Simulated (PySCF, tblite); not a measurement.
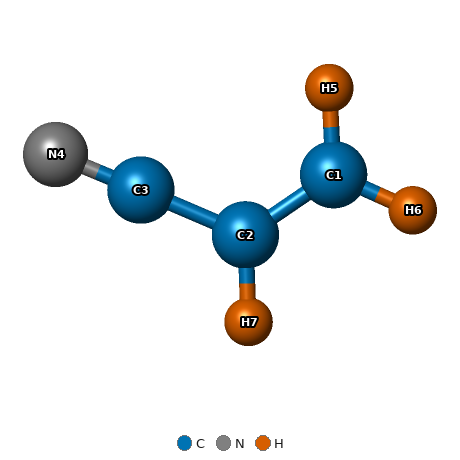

C₃H₃N (acrylonitrile), SMILES C=CC#N. Simulated ¹H spectrum at 600 MHz, line width 1.5 Hz, from GIAO shifts (PBE0/pcSseg-1, against TMS) and couplings (B3LYP/pcJ-1), PySCF 2.14.0, at a GFN2-xTB geometry (a minimum by its frequencies). Gas phase, values of one conformer, averaged over methyl-type rotors and exact or near symmetry; couplings among ¹H are treated exactly, other nuclei are left out. The upper panels enlarge each group of lines, each scaled alone.

Q: Give the shifts and couplings that make up the spectrum.

A:
| δ (ppm) | nuclei | atoms |
| --- | --- | --- |
| 6.56 | 1 | H5 |
| 6.37 | 1 | H6 |
| 5.78 | 1 | H7 |


| pair | J (Hz) |
| --- | --- |
| H5–H7 | 19.8 |
| H6–H7 | 13.4 |

Not listed: couplings under 0.5 Hz, those between magnetically equivalent nuclei.

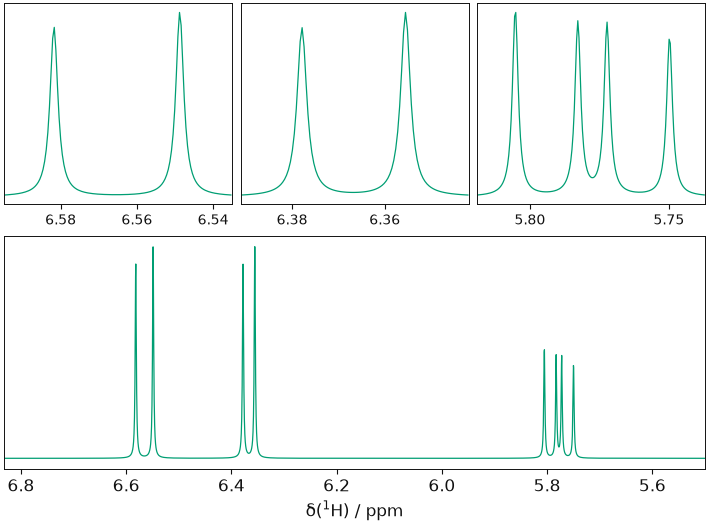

Caveats, for all or some of the runs: the tight-binding geometry is rougher than a DFT one and adds to the error.
